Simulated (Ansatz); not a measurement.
# SiHCl2F (SMILES F[SiH](Cl)Cl): levels of theory compared

We compute a comparison of 6 runs (B3LYP/6-31G*, BLYP/def2-SVPD, HSE06/def2-SVPD, SVWN5/def2-SVPD, r2SCAN/def2-SVPD, CCSD(T)/def2-SVPD) of SiHCl2F. 

The results are computed with Ansatz 0.2.0.

62 further runs of the same task are left out: 62 set aside as unsound or not needed.

## Step 1: The molecule

The species is SiHCl2F (5 atoms), meant as a singlet with charge 0. SMILES: `F[SiH](Cl)Cl`. The Si2–H5 distance was set to 1.907 Å, away from the relaxed value.

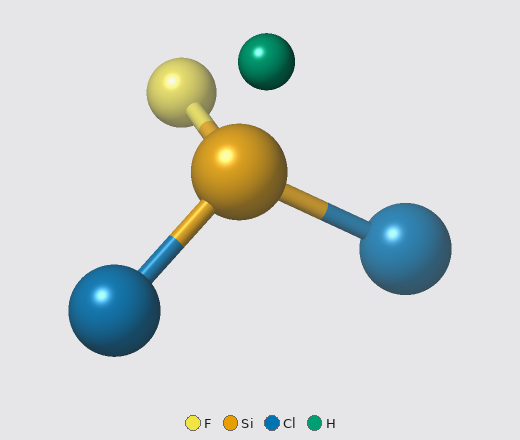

The structure, seen from a chosen angle (fluorine yellow, silicon amber, chlorine blue, hydrogen teal).

## Step 2: The energy at B3LYP/6-31G(d) (Cartesian functions) (run 1)

File input.yaml:

```yaml
crystal:
  periodic: [false, false, false]
  atoms:
    - {symbol: F, position_ang: [-0.380816, -0.665389, 1.608872]}
    - {symbol: Si, position_ang: [-0.300616, -0.031089, 0.162772]}
    - {symbol: Cl, position_ang: [-0.928216, 1.889611, 0.273472]}
    - {symbol: Cl, position_ang: [-1.509116, -1.091389, -1.066328]}
    - {symbol: H, position_ang: [1.503300, -0.106100, -0.452400]}
basis:
  gaussian:
    orbitals: "6-31G*"
hamiltonian:
  xc: {name: B3LYP}
accuracy: high
output:
  orbitals: {seedname: orbitals}
```

Run with:

```
$ ansatz run input.yaml --threads 1 --pin off --max-ram 3480MiB --events-out events.jsonl --progress --plain --runs-dir runs
```

The log of the run:

```text
Warning: RAYON_NUM_THREADS=1 ignored (pool sized by the plan → 1); use --threads N
Functional definition: B3LYP
  name "B3LYP"
  parameter a0 = 0.2
  parameter ax = 0.72
  parameter ac = 0.81
  exchange = (1 - a0 - ax)*slater_x + ax*b88_x + a0*exact_x
  correlation = (1 - ac)*vwn_rpa_c + ac*lyp_c
1466 factors; integrals over basis functions are off by at most 6.4e-9 eV
mean field evaluation 1: about -35657.4205 eV, gradient 3.1e1 eV
mean field evaluation 2: about -35655.0871 eV, gradient 5.1e1 eV
mean field evaluation 4: about -35659.0300 eV, gradient 1.0e0 eV
mean field evaluation 8: about -35659.0914 eV, gradient 7.3e-2 eV
mean field evaluation 16: about -35659.0914 eV, gradient 1.4e-6 eV
mean field -35659.09143591 eV, -1310.4474396696 hartree, gradient 1.2e-8 eV, S^2 0.000000; 0 other end points of the search recorded, 0 dependent functions left out
reference -35659.09147261 eV, -1310.4474410180 hartree; 29, 29 occupied and 45, 45 virtual orbitals, 1466 factors
Total energy: -35659.09147261 eV, -1310.4474410180 hartree
```

Run time: 2.1 s. Hardware: 1 thread of AMD EPYC 9R45 (Zen 5), shared host; peak memory 0.24 GiB.

## Step 3: A single-point energy at BLYP/def2-SVPD (run 2)

File in.yaml:

```yaml
crystal:
  periodic: [false, false, false]
  atoms:
    - {symbol: F, position_ang: [-0.380816, -0.665389, 1.608872]}
    - {symbol: Si, position_ang: [-0.300616, -0.031089, 0.162772]}
    - {symbol: Cl, position_ang: [-0.928216, 1.889611, 0.273472]}
    - {symbol: Cl, position_ang: [-1.509116, -1.091389, -1.066328]}
    - {symbol: H, position_ang: [1.503300, -0.106100, -0.452400]}
basis:
  gaussian:
    orbitals: def2-SVPD
hamiltonian:
  xc: {name: BLYP}
accuracy: high
output:
  orbitals: {seedname: orbitals}
```

Run with:

```
$ ansatz run in.yaml --threads 1 --pin off --max-ram 3480MiB --events-out events.jsonl --progress --plain --runs-dir runs
```

The log of the run:

```text
Warning: RAYON_NUM_THREADS=1 ignored (pool sized by the plan → 1); use --threads N
Functional definition: BLYP
  name "BLYP"
  parameter beta = 0.0042
  parameter a = 0.04918
  parameter b = 0.132
  parameter c = 0.2533
  parameter d = 0.349
  exchange = b88_x(beta = beta)
  correlation = lyp_c(a = a, b = b, c = c, d = d)
2051 factors; integrals over basis functions are off by at most 3.6e-9 eV
mean field evaluation 1: about -35644.4525 eV, gradient 3.8e1 eV
mean field evaluation 2: about -35635.2537 eV, gradient 8.7e1 eV
mean field evaluation 4: about -35646.8910 eV, gradient 2.9e0 eV
mean field evaluation 8: about -35646.9093 eV, gradient 4.8e-2 eV
mean field evaluation 16: about -35646.9093 eV, gradient 6.2e-6 eV
mean field -35646.90928696 eV, -1309.9997539529 hartree, gradient 7.2e-8 eV, S^2 0.000000; 0 other end points of the search recorded, 0 dependent functions left out
reference -35646.90933612 eV, -1309.9997557594 hartree; 29, 29 occupied and 80, 80 virtual orbitals, 2051 factors
Total energy: -35646.90933612 eV, -1309.9997557594 hartree
```

Wall time 2.5 s (1 thread of AMD EPYC 9R45 (Zen 5), shared host); peak memory 0.29 GiB.

Runs 3 to 5 aren't shown in full; the table further down has their settings and results.

## Step 4: A single-point energy at CCSD(T)/def2-SVPD (run 6)

File job.yaml:

```yaml
crystal:
  periodic: [false, false, false]
  atoms:
    - {symbol: F, position_ang: [-0.380816, -0.665389, 1.608872]}
    - {symbol: Si, position_ang: [-0.300616, -0.031089, 0.162772]}
    - {symbol: Cl, position_ang: [-0.928216, 1.889611, 0.273472]}
    - {symbol: Cl, position_ang: [-1.509116, -1.091389, -1.066328]}
    - {symbol: H, position_ang: [1.503300, -0.106100, -0.452400]}
basis:
  gaussian: {orbitals: def2-SVPD}
correlation: {method: ccsd_t, frozen_orbitals: {Cl: 5, F: 1, H: 0, Si: 5}}
scf: {omitted_lower_state_checks: [cluster_reference, increment]}
accuracy: high
```

Run with:

```
$ ansatz run job.yaml --threads 1 --pin off --max-ram 3480MiB --events-out events.jsonl --progress --plain --runs-dir runs
```

The log of the run:

```text
Warning: RAYON_NUM_THREADS=1 ignored (pool sized by the plan → 1); use --threads N
[... 11 lines left out ...]
16 core orbitals not correlated: weight in the atoms' cores, before any rotation towards them, 1.000 or more for the frozen orbitals, at most 0.000 for the correlated occupied ones
[... 23 lines left out ...]
Total energy: -35599.74335641 eV, -1308.2664379753 hartree
Checks for a lower state left out: cluster_reference, increment
```

Run time: 11 s. Hardware: 1 thread of AMD EPYC 9R45 (Zen 5), shared host; peak memory 0.75 GiB.

## Step 5: Overview of the runs

```
run                               level  Cartesian functions  frozen core orbitals   energy (Eh)  HOMO energy (eV)  LUMO energy (eV)  HOMO–LUMO gap (eV)  wall time
  1  B3LYP/6-31G* (Cartesian functions)                  yes                     –  -1310.447441             -9.01             -1.15                7.86      2.1 s
  2                      BLYP/def2-SVPD                   no                     –  -1309.999756             -7.89             -2.05                5.84      2.5 s
  3                     HSE06/def2-SVPD                   no                     –  -1309.476180             -8.87             -1.55                7.33      3.9 s
  4                     SVWN5/def2-SVPD                   no                     –  -1305.271685             -8.07             -2.24                5.83      1.7 s
  5                    r2SCAN/def2-SVPD                   no                     –  -1309.898297             -8.33             -1.76                6.57      4.8 s
  6                   CCSD(T)/def2-SVPD                   no                    16  -1308.266438                 –                 –                   –       11 s
```

## Step 6: Outcome

| quantity | value |
| --- | --- |
| run 6: total energy | -1308.26644 Eh |
| run 6: correlation energy (16 core orbitals frozen) | -633.9 mEh |
| run 6: (T) correction | -16.46 mEh |
| run 6: T1 diagnostic | 0.012 |

**Reading.** Over runs 1, 2, 3, 4, 5 the HOMO–LUMO gap runs from 5.83 eV (SVWN5/def2-SVPD) to 7.86 eV (B3LYP/6-31G*). The two ends differ in method and basis. Totals of different functionals can't be ranked against each other. All runs together took 26 s, the longest 11 s.
